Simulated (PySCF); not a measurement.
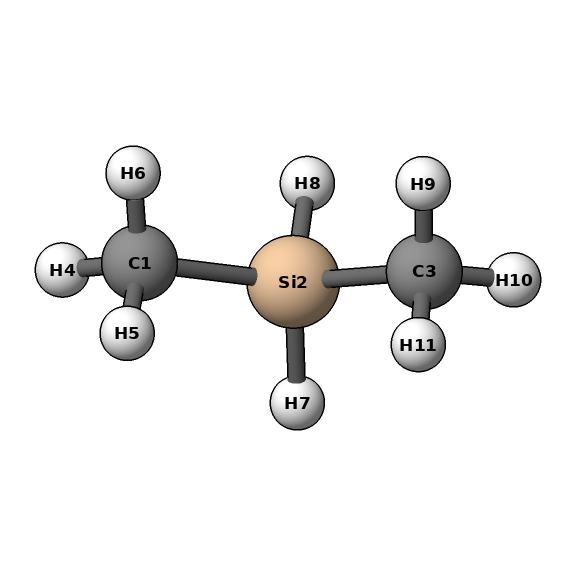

The questions are on isotropic NMR shieldings of the H atoms. Computed geometry: GFN2-xTB optimisation. No frequency run is at hand to confirm it as a minimum. Method: GIAO PBE0/pcSseg-1 NMR shielding, non-relativistic, gas phase (PySCF 2.14.0).

Which H atom is the most shielded (lowest chemical shift)?

H5, H6, H9, H11 (31.60 to 31.62 ppm).

Which H atom is the least shielded (highest chemical shift)?

H7, H8 (27.52 ppm).

How wide is the range of H shifts?

4.10 ppm.

List the isotropic NMR shieldings of the H atoms.

```csv
atom,σ (ppm)
H4,31.57
H5,31.62
H6,31.60
H7,27.52
H8,27.52
H9,31.62
H10,31.57
H11,31.60
```

The geometry is semi-empirical. Around Si such bond lengths and angles can be off by a tenth of an ångström or more and by several degrees, and values that hang on the shape move with them.
